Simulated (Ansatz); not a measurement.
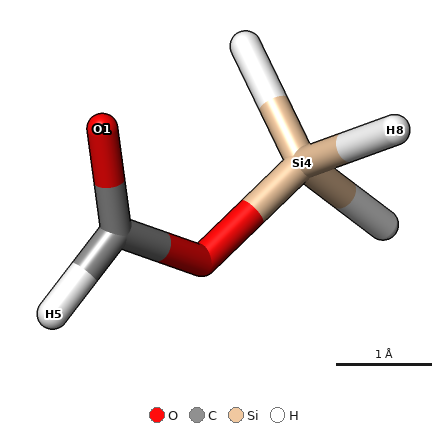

Figure 1. The structure as given in the input (stick view, seen at a tilt; atoms are numbered from 1 in the order of the input). Bond lengths as drawn: C–H 1.11 Å, C–O 1.25 to 1.38 Å, H–Si 1.49 to 1.53 Å and O–Si 1.56 Å.

## Geometry relaxation of CH₄O₂Si (part 1 of 2)

System: CH₄O₂Si, SMILES O=CO[SiH3].
Method: RKS B3LYP/6-31G* (Ansatz 0.2.0).

It belongs to a series of runs on one base structure; here: end point A relaxed. Figures and captions count atoms from 1; the log counts them from 0 in places.

### What the program printed
```
The last accepted step is kept in [file] (removed where the run ends without a failure and the disk answers)
Engine: ansatz 0.2.0, x86_64-unknown-linux-gnu
Functional definition: B3LYP
  parameter a0 = 0.2
  parameter ax = 0.72
  parameter ac = 0.81
  exchange = (1 - a0 - ax)*slater_x + ax*b88_x + a0*exact_x
  correlation = (1 - ac)*vwn_rpa_c + ac*lyp_c
748 factors; integrals over basis functions are off by at most 7.4e-4 eV
mean field evaluation 1: about -13069.2286 eV, gradient 5.4e1 eV
mean field evaluation 2: about -13057.9395 eV, gradient 9.5e1 eV
mean field evaluation 4: about -13073.9592 eV, gradient 6.6e0 eV
mean field evaluation 8: about -13074.0502 eV, gradient 4.5e-2 eV
mean field -13074.05020919 eV, -480.4624832781 hartree, gradient 6.5e-6 eV, S^2 0.000000; 0 other end points of the search recorded, 0 dependent functions left out
the calculation of the forces begins
reference -13074.05041330 eV, -480.4624907790 hartree; 20, 20 occupied and 52, 52 virtual orbitals, 748 factors
relax step   1: F+E_penalty+E_count = -13074.05020919 eV  Δ(F+E_penalty+E_count) = +0.000e0 eV  max|allowed force component| = 6.173e0 eV/Å  Δτ_max = 0.0000 Å  (25 SCF iters, accepted)
these checks for a lower state are left out or cut short: starts, cluster_reference, orbital_swaps, neighbouring_geometries, increment
748 factors; integrals over basis functions are off by at most 7.2e-4 eV
mean field evaluation 16: about -13074.2370 eV, gradient 7.4e0 eV
mean field -13074.45094442 eV, -480.4772100262 hartree, gradient 2.0e-5 eV, S^2 0.000000; 0 other end points of the search recorded, 0 dependent functions left out
the calculation of the forces begins
reference -13074.45114877 eV, -480.4772175360 hartree; 20, 20 occupied and 52, 52 virtual orbitals, 748 factors
relax step   2: F+E_penalty+E_count = -13074.45094442 eV  Δ(F+E_penalty+E_count) = -4.007e-1 eV  max|allowed force component| = 3.060e0 eV/Å  Δτ_max = 0.0763 Å  (29 SCF iters, accepted)
these checks for a lower state are left out or cut short: starts, cluster_reference, orbital_swaps, neighbouring_geometries, increment
748 factors; integrals over basis functions are off by at most 7.2e-4 eV
mean field -13074.56931647 eV, -480.4815601189 hartree, gradient 1.3e-5 eV, S^2 0.000000; 0 other end points of the search recorded, 0 dependent functions left out
the calculation of the forces begins
reference -13074.56952324 eV, -480.4815677175 hartree; 20, 20 occupied and 52, 52 virtual orbitals, 748 factors
relax step   3: F+E_penalty+E_count = -13074.56931647 eV  Δ(F+E_penalty+E_count) = -1.184e-1 eV  max|allowed force component| = 1.615e0 eV/Å  Δτ_max = 0.1234 Å  (29 SCF iters, accepted)
these checks for a lower state are left out or cut short: starts, cluster_reference, orbital_swaps, neighbouring_geometries, increment
748 factors; integrals over basis functions are off by at most 7.4e-4 eV
mean field evaluation 32: about -13074.6281 eV, gradient 1.9e-1 eV
mean field -13074.62836675 eV, -480.4837301767 hartree, gradient 8.5e-6 eV, S^2 0.000000; 0 other end points of the search recorded, 0 dependent functions left out
the calculation of the forces begins
reference -13074.62857307 eV, -480.4837377588 hartree; 20, 20 occupied and 52, 52 virtual orbitals, 748 factors
relax step   4: F+E_penalty+E_count = -13074.62836675 eV  Δ(F+E_penalty+E_count) = -5.905e-2 eV  max|allowed force component| = 3.495e-1 eV/Å  Δτ_max = 0.0832 Å  (29 SCF iters, accepted)
these checks for a lower state are left out or cut short: starts, cluster_reference, orbital_swaps, neighbouring_geometries, increment
748 factors; integrals over basis functions are off by at most 7.3e-4 eV
mean field -13074.65373792 eV, -480.4846625498 hartree, gradient 7.3e-6 eV, S^2 0.000000; 0 other end points of the search recorded, 0 dependent functions left out
the calculation of the forces begins
reference -13074.65394366 eV, -480.4846701107 hartree; 20, 20 occupied and 52, 52 virtual orbitals, 748 factors
relax step   5: F+E_penalty+E_count = -13074.65373792 eV  Δ(F+E_penalty+E_count) = -2.537e-2 eV  max|allowed force component| = 2.984e-1 eV/Å  Δτ_max = 0.0898 Å  (30 SCF iters, accepted)
these checks for a lower state are left out or cut short: starts, cluster_reference, orbital_swaps, neighbouring_geometries, increment
748 factors; integrals over basis functions are off by at most 7.3e-4 eV
mean field -13074.65381387 eV, -480.4846653410 hartree, gradient 9.8e-6 eV, S^2 0.000000; 0 other end points of the search recorded, 0 dependent functions left out
the calculation of the forces begins
reference -13074.65401907 eV, -480.4846728819 hartree; 20, 20 occupied and 52, 52 virtual orbitals, 748 factors
relax step   6: F+E_penalty+E_count = -13074.65381387 eV  Δ(F+E_penalty+E_count) = -7.595e-5 eV  max|allowed force component| = 4.732e-1 eV/Å  Δτ_max = 0.0470 Å  (29 SCF iters, accepted)
these checks for a lower state are left out or cut short: starts, cluster_reference, orbital_swaps, neighbouring_geometries, increment
748 factors; integrals over basis functions are off by at most 7.3e-4 eV
mean field -13074.65666461 eV, -480.4847701039 hartree, gradient 1.2e-5 eV, S^2 0.000000; 0 other end points of the search recorded, 0 dependent functions left out
the calculation of the forces begins
reference -13074.65687017 eV, -480.4847776581 hartree; 20, 20 occupied and 52, 52 virtual orbitals, 748 factors
relax step   7: F+E_penalty+E_count = -13074.65666461 eV  Δ(F+E_penalty+E_count) = -2.851e-3 eV  max|allowed force component| = 7.438e-2 eV/Å  Δτ_max = 0.0211 Å  (29 SCF iters, accepted)
these checks for a lower state are left out or cut short: starts, cluster_reference, orbital_swaps, neighbouring_geometries, increment
748 factors; integrals over basis functions are off by at most 7.3e-4 eV
mean field -13074.65681042 eV, -480.4847754623 hartree, gradient 2.3e-5 eV, S^2 0.000000; 0 other end points of the search recorded, 0 dependent functions left out
the calculation of the forces begins
reference -13074.65701601 eV, -480.4847830174 hartree; 20, 20 occupied and 52, 52 virtual orbitals, 748 factors
relax step   8: F+E_penalty+E_count = -13074.65681042 eV  Δ(F+E_penalty+E_count) = -1.458e-4 eV  max|allowed force component| = 3.297e-2 eV/Å  Δτ_max = 0.0032 Å  (23 SCF iters, accepted)
these checks for a lower state are left out or cut short: starts, cluster_reference, orbital_swaps, neighbouring_geometries, increment
748 factors; integrals over basis functions are off by at most 7.3e-4 eV
mean field evaluation 64: about -13074.6350 eV, gradient 1.4e-1 eV
mean field -13074.65680589 eV, -480.4847752956 hartree, gradient 7.8e-5 eV, S^2 0.000000; 0 other end points of the search recorded, 0 dependent functions left out
the calculation of the forces begins
reference -13074.65701148 eV, -480.4847828509 hartree; 20, 20 occupied and 52, 52 virtual orbitals, 748 factors
relax step   9: F+E_penalty+E_count = -13074.65680589 eV  Δ(F+E_penalty+E_count) = +4.535e-6 eV  max|allowed force component| = 6.998e-2 eV/Å  Δτ_max = 0.0017 Å  (20 SCF iters, rejected (line search))
these checks for a lower state are left out or cut short: starts, cluster_reference, orbital_swaps, neighbouring_geometries, increment
748 factors; integrals over basis functions are off by at most 7.3e-4 eV
mean field -13074.65684053 eV, -480.4847765686 hartree, gradient 5.7e-5 eV, S^2 0.000000; 0 other end points of the search recorded, 0 dependent functions left out
the calculation of the forces begins
reference -13074.65704614 eV, -480.4847841247 hartree; 20, 20 occupied and 52, 52 virtual orbitals, 748 factors
relax step  10: F+E_penalty+E_count = -13074.65684053 eV  Δ(F+E_penalty+E_count) = -3.011e-5 eV  max|allowed force component| = 8.182e-3 eV/Å  Δτ_max = 0.0008 Å  (20 SCF iters, accepted)
```

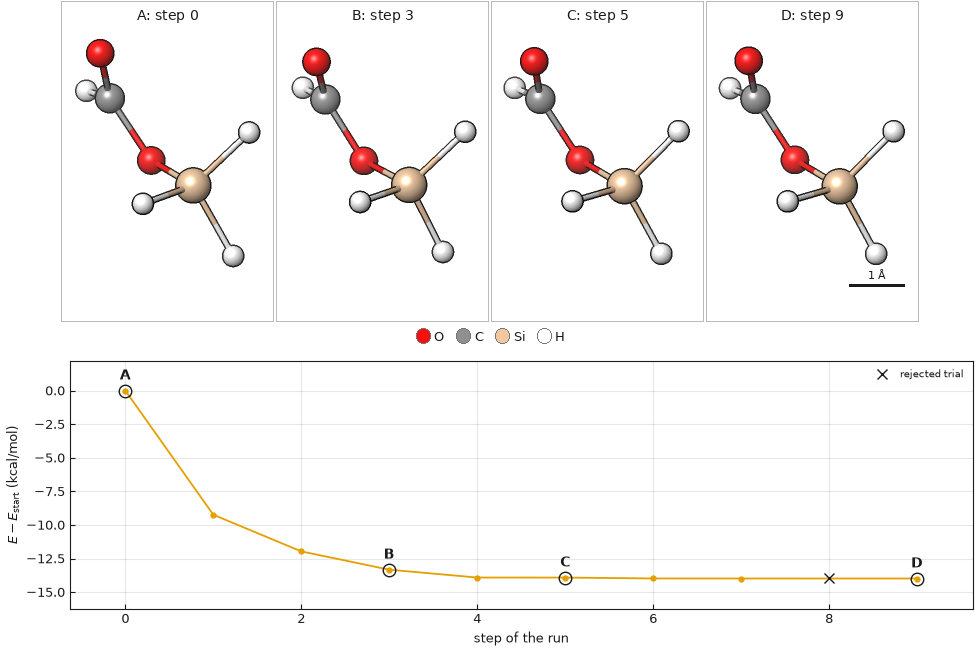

Figure 2. Frames of the relaxation (ball-and-stick view, seen at a tilt) above the curves, on which the letters mark them (the first geometry is step 0 here and step 1 in the log).

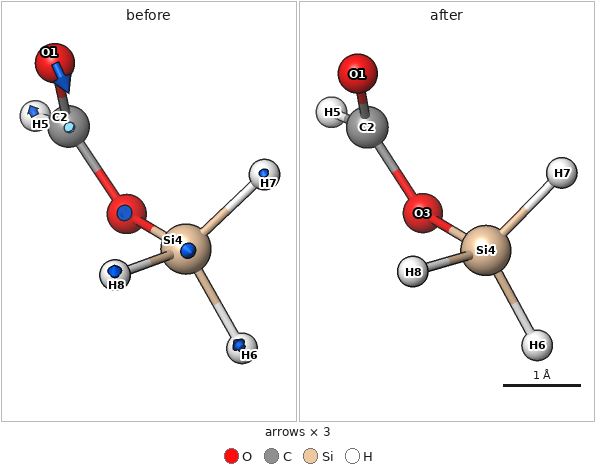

Figure 3. Before (left) and after (right) the relaxation, at one scale (ball-and-stick view, seen at a tilt). The blue arrows give the displacements, magnified 3 times. Over 9 geometry steps the energy falls by 14.0 kcal/mol. Largest force component: 6.2 eV/Å at the start, 0.0082 eV/Å at the end. The line search rejected the trial step at point 8 (counted from 0) and went back. O1 moves most after the best rigid fit: 0.15 Å. Largest moves by element: O 0.15 Å, Si 0.08 Å, H 0.07 Å, C 0.04 Å. Among the contacts that change: O3–Si4 1.557 → 1.718 Å, Si4–H6 1.529 → 1.480 Å, O1–C2 1.252 → 1.208 Å, C2–O3 1.380 → 1.343 Å. Among the angles that change: O3–Si4–H6 109.1° → 102.7°, H6–Si4–H8 104.9° → 110.5°, O1–C2–O3 129.3° → 124.8°. (Atoms are counted from 1 in the order of the input.)

```
748 factors; integrals over basis functions are off by at most 7.3e-4 eV
mean field -13074.65684053 eV, -480.4847765686 hartree, gradient 5.7e-5 eV, S^2 0.000000; 1 other end points of the search recorded, 0 dependent functions left out
the calculation of the forces begins
reference -13074.65704614 eV, -480.4847841247 hartree; 20, 20 occupied and 52, 52 virtual orbitals, 748 factors
Total energy: -13074.65704614 eV, -480.4847841247 hartree
Atom 0 at     1.377247    -0.230051     1.297193 Å, force    -0.000229     0.000730     0.000909 eV/Å
Atom 1 at     1.463067     0.313197     0.222155 Å, force    -0.005101    -0.007109    -0.001174 eV/Å
Atom 2 at     0.454652     0.439235    -0.655482 Å, force     0.001426     0.006094    -0.008182 eV/Å
Atom 3 at    -1.077592    -0.217732    -0.238944 Å, force     0.001109    -0.001490     0.001334 eV/Å
Atom 4 at     2.382927     0.771648    -0.169960 Å, force     0.001389     0.002070     0.004738 eV/Å
Atom 5 at    -1.904926     0.108559    -1.421919 Å, force    -0.001514    -0.001192     0.001387 eV/Å
Atom 6 at    -0.984247    -1.684089    -0.059260 Å, force     0.000359    -0.000730     0.000515 eV/Å
Atom 7 at    -1.618928     0.442134     0.970517 Å, force     0.002561     0.001626     0.000473 eV/Å
Dipole moment:    -0.124536     0.090500    -0.265451 e Å
```

### Trajectory as extended XYZ (Å, eV, eV/Å), 10 frames, from step=1 to step=10
```
8
Properties=species:S:1:pos:R:3:forces:R:3 step=1 energy=-13074.05021
O     1.5031   -0.2613    1.3767   -0.9802   1.7298  -3.6453
C     1.4483    0.3055    0.2621    1.0824  -1.1314   2.0190
O     0.3877    0.4097   -0.6144    5.4223   1.6035   0.1523
Si   -1.0074   -0.1925   -0.2752   -6.1729  -2.0094   0.8637
H     2.3390    0.7822   -0.2016   -0.4060  -0.1084   0.2635
H    -1.9701    0.0947   -1.4279    0.6978  -0.0695   0.3995
H    -0.9871   -1.6725   -0.0915    0.1428   0.1482   0.0341
H    -1.6213    0.4771    0.9161    0.2139  -0.1628  -0.0867
8
Properties=species:S:1:pos:R:3:forces:R:3 step=2 energy=-13074.45094
O     1.4520   -0.2367    1.3256   -0.1669  -0.0944  -1.0416
C     1.4768    0.2554    0.2172   -0.0573   1.0770   0.8689
O     0.4113    0.3869   -0.6246    3.0601   0.6363  -0.3295
Si   -1.0509   -0.1948   -0.2652   -2.9422  -1.1664   0.6601
H     2.3412    0.8395   -0.1607   -0.1653  -0.5162  -0.1835
H    -1.9180    0.1045   -1.4457    0.2056   0.0298   0.1758
H    -1.0159   -1.6657   -0.0585    0.0272   0.0284  -0.0263
H    -1.6044    0.4538    0.9563    0.0389   0.0056  -0.1239
```
